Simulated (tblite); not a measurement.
## Frequency calculation of Si3N3H9

- system: Si3N3H9
- method: GFN2-xTB harmonic vibrations, gas phase (tblite 0.8.0)

It belongs to a series of runs on one base structure; here: H on Si replaced by NHSiH3.

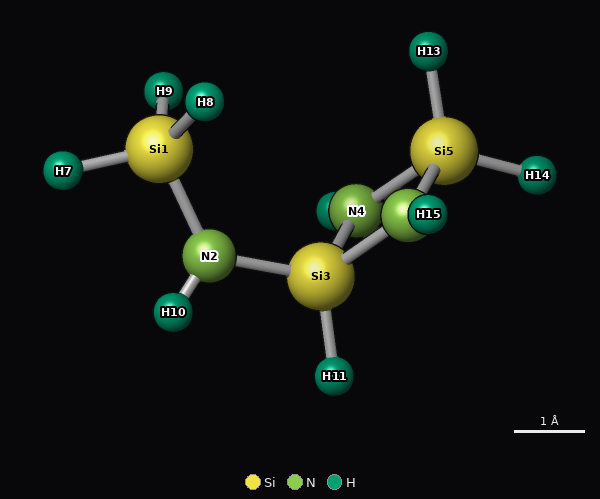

Fig. 1: The structure (ball-and-stick view, seen at a tilt; atoms are numbered from 1 in the order of the input). Bond lengths as drawn: H–N 1.00 Å, H–Si 1.46 to 1.47 Å and N–Si 1.72 to 1.74 Å.

**Input**
```
{"job": {"kind": "ir", "xc": "GFN2-xTB", "basis": "xTB"}, "charge": 0, "multiplicity": 1}
Si    -2.253750     0.333748     0.099369
N     -1.386295    -1.142167    -0.144445
Si     0.325826    -1.341690    -0.169370
N      1.184597    -0.224296    -1.185494
Si     2.084447     0.549548     0.080780
N      1.214180    -0.552419     1.100171
H     -3.665865    -0.040046    -0.045163
H     -2.020112     0.883604     1.440387
H     -1.861253     1.310488    -0.917287
H     -1.918615    -1.993334    -0.144979
H      0.620719    -2.756938    -0.364553
H      1.209516    -0.116323    -2.181060
H      1.757306     1.959999     0.278658
H      3.520775     0.283805     0.034492
H      1.184112    -0.651645     2.096582
```

The first line tells a small driver script what to run in tblite; the rest is the geometry in Å.

Machine: 1 CPU thread, shared host.

Command:
```bash
OMP_NUM_THREADS=1 python <driver script> task.json out
```

**The program's output**
```
mode    cm-1     km/mol
  1      30.7      8.86
  2      51.1     13.05
  3      57.7      7.88
  4     127.7     28.27
  5     135.1     27.64
  6     166.9     44.55
  7     193.7      2.16
  8     290.7    105.46
  9     372.7     72.66
 10     431.4      2.41
 11     440.4      0.59
 12     504.6     10.89
 13     552.3     88.96
 14     573.6     29.18
 15     582.8     63.14
 16     606.2    117.88
 17     657.6     50.13
 18     748.7    203.81
 19     759.7     28.14
 20     765.0    145.47
 21     782.7    315.79
 22     797.3    135.38
 23     813.6    240.60
 24     852.8    308.66
 25     868.8    507.60
 26     923.2     45.97
 27    1004.2    193.80
 28    1059.2      0.38
 29    1107.5    512.06
 30    1190.0    259.44
 31    2199.2    401.69
 32    2212.4    384.70
 33    2227.7    436.20
 34    2246.7    188.15
 35    2262.7    364.29
 36    2275.7    427.16
 37    3514.1      0.51
 38    3534.4     11.14
 39    3544.5      0.03
```

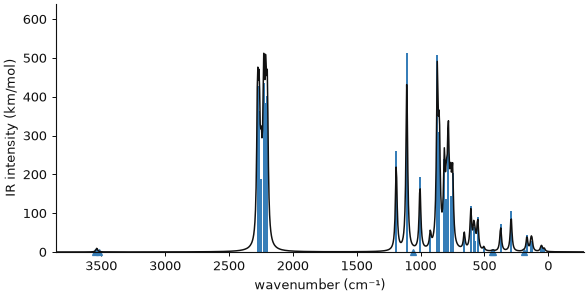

Fig. 2: Harmonic infrared spectrum, unscaled: sticks (degenerate modes added up, dark ones marked on the axis) with a Lorentzian envelope of 16 cm⁻¹ full width, scaled to the tallest stick. 39 modes from 31 to 3544 cm⁻¹, none imaginary. The strongest line is at 1108 cm⁻¹ (512 km/mol).

**Results in brief**

```tsv
quantity	value
outcome	converged
total energy	−507.6611 eV
zero-point energy	59.2780 kcal/mol
peak memory	0.18 GiB
```
